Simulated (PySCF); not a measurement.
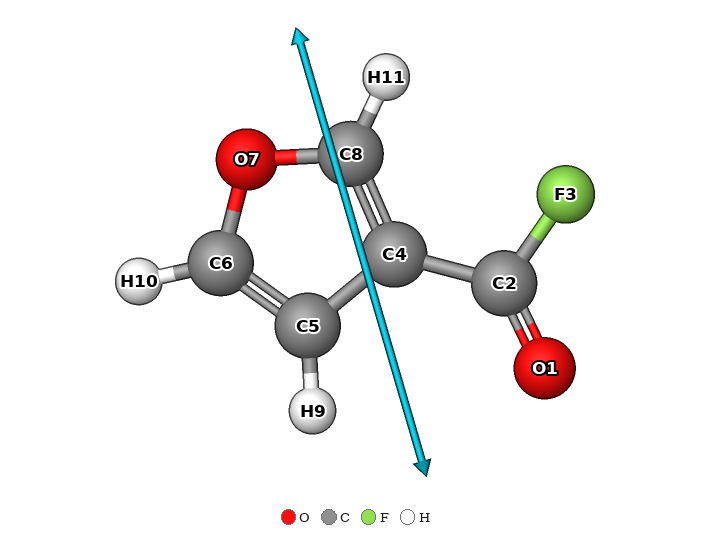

The double arrow shows the direction of the transition dipole to excited singlet state 1 (its length means nothing). The geometry was computed by an optimisation with GFN2-xTB. No frequency run is at hand to confirm it as a minimum. Method: TDDFT B3LYP/def2-SVPD, vertical, gas phase, core orbitals frozen in the response (PySCF 2.14.0).

**How is the transition polarised?**

In the molecular plane, nearly parallel to the C4–C8 bond.

**Give its energy, strength and character.**

5.04 eV (246 nm), oscillator strength 0.058, mainly HOMO → LUMO (weight 0.92); transition dipole 1.74 D.
